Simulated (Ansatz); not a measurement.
**Energy against volume for TiO2 (anatase)**

TiO2 (anatase)

Space group I4₁/amd, origin choice 1 (No. 141); a = 3.7988 Å, b = 3.7988 Å, c = 9.7008 Å, α = 90.00°, β = 90.00°, γ = 90.00°

```
atom  site  symmetry       x       y       z
----  ----  --------  ------  ------  ------
Ti      4b      -4m2  0.0000  0.0000  0.5000
O       8e      2mm.  0.0000  0.0000  0.2935
```
(The calculation used a cell of 6 atoms; values per cell refer to that cell.)

E(V) scan at fixed shape, V₀ the volume above. The atoms relax within the cell's symmetry.

Computed with PBE (plane waves to 420 eV, PAW, scalar-relativistic; Ansatz, a program for electronic structure). k mesh 12×12×12 (Γ-centred), Fermi-Dirac smearing 0.05 eV. E stands for the smeared free energy. Compression counts positive. With the shape held, the modulus is that of even scaling; a crystal free to change shape is softer. TiO2 is run without spin polarisation. TiO2 was relaxed with its symmetry unable to fall. The zero of ΔE is the relaxed starting cell.

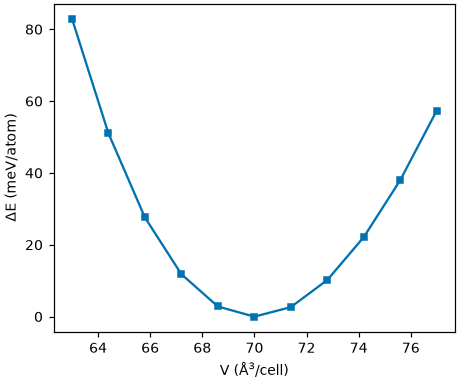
ΔE (meV/atom) against V (Å³/cell); computed points joined by lines.

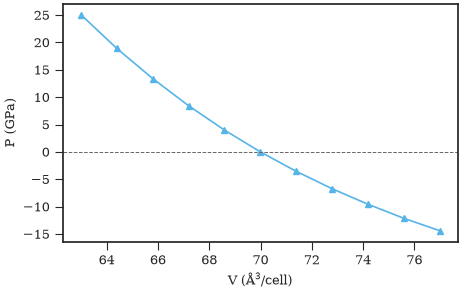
Fig. 1. P (GPa) against V (Å³/cell); computed points joined by lines.

The equilibrium volume of the fit comes out as 11.67 Å³/atom and the pressure for 5 % compression (fit) comes out as 10.8 GPa. The pressure at the smallest volume comes out as 25.1 GPa, the energy cost of the largest expansion comes out as 57.4 meV/atom and the pressure derivative B₀′ (fit) is 4.5.

P = (3B₀/2)(x⁷ − x⁵)[1 + ¾(B₀′ − 4)(x² − 1)] with x = (1/0.95)^(1/3), B₀ = 188 GPa and B₀′ = 4.52.

(A scan under strain: stresses follow from slopes of the energy per volume, elastic moduli from its curvatures.)
